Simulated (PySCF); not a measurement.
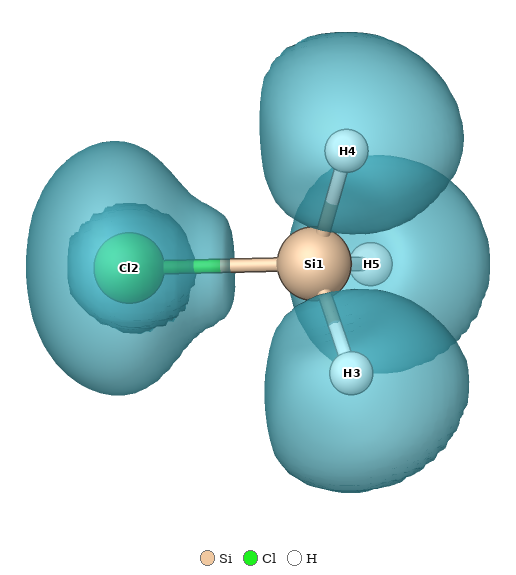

Figure 1: ClH$_{3}$Si (chlorosilane). Isosurface of the electron localisation function at 0.75 (cyan), seen at a tilt. Core shells and regions of very low density are left out.

Geometry: GFN2-xTB.

The calculation used PBE0/pcSseg-1, SCF density, gas phase, non-relativistic (PySCF).

```xyz
5

Si   -0.1267    0.0052   -0.0112
Cl    1.8787   -0.0685    0.1047
H    -0.5619   -0.9656   -1.0090
H    -0.5111    1.3567   -0.4031
H    -0.6704   -0.3250    1.3014
```

**Identify the bonds, lone pairs and shells in this picture.**

The surface consists of three regions around hydrogen nuclei and one region on Cl in which the atom's valence shell and bonds are merged.

Values along the shortest contacts:
Si–Cl (2.01 Å): the ELF peaks at about 0.90 between the atoms: a polar covalent bond. Si–H (1.46 Å): the ELF climbs to about 1 towards the hydrogen, as it does in any bond to H.
